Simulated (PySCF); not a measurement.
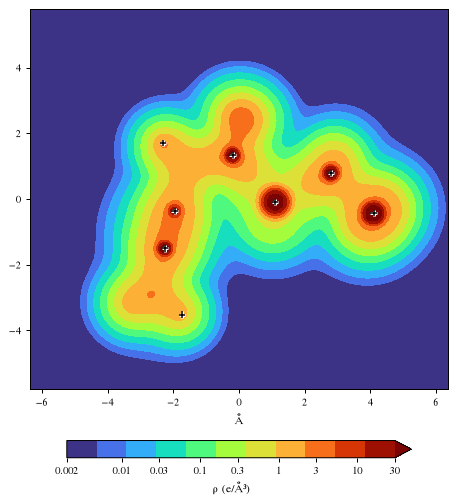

The electron density on a plane through atoms (crosses mark nuclei in the plane).

All numbers below come from PBE0/pcSseg-1, SCF density, gas phase, non-relativistic in PySCF.

Candidates:
A. C4H5F (SMILES C#CCCF)
B. C8H17P
C. C6H9ClOSi (SMILES CC#CCC(=O)[SiH2]CCl)

Question: Which candidate gave the map?

Answer: Candidate C: C6H9ClOSi on the plane of atoms Si7, C8 and Cl9, which holds C, Si, Cl and H. C–C (1.20 Å): ρ is about 2.7 e/Å³ halfway. C–Cl (1.79 Å): ρ at the midpoint is about 1.3 e/Å³.
